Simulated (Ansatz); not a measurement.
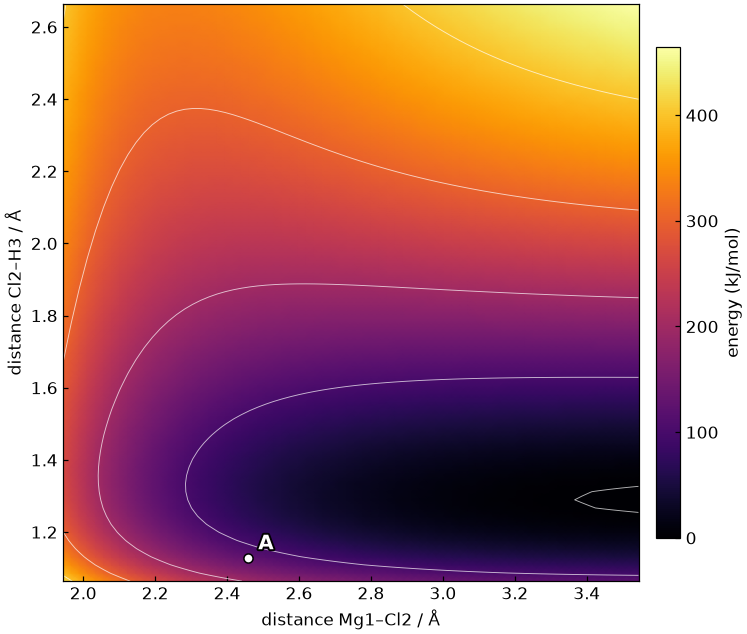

The system Mg + ClH. The first coordinate is: distance Mg1–Cl2; the second: distance Cl2–H3. Nothing is relaxed (the angle Mg1–Cl2–H3 is fixed at 180 degrees). Grid: 13 × 13 points. Points are written as (first, second). Energies: kJ/mol, counted from the lowest grid point. The reference is spin-restricted, so regions where a bond is pulled apart into radicals lie too high. Theory: RKS wB97X-V/def2-SVPD (Ansatz 0.2.0).

The picture shows a smooth colour map with a few white contour lines, the point A. Between grid points the surface is interpolated.

### Which way does the force act at A, and how strong is it?

A, at (2.457 Å, 1.127 Å), is not a stationary point. The computed force is 194 kJ/mol for each Å towards larger values of distance Mg1–Cl2 and 840 kJ/mol for each Å towards larger values of distance Cl2–H3.
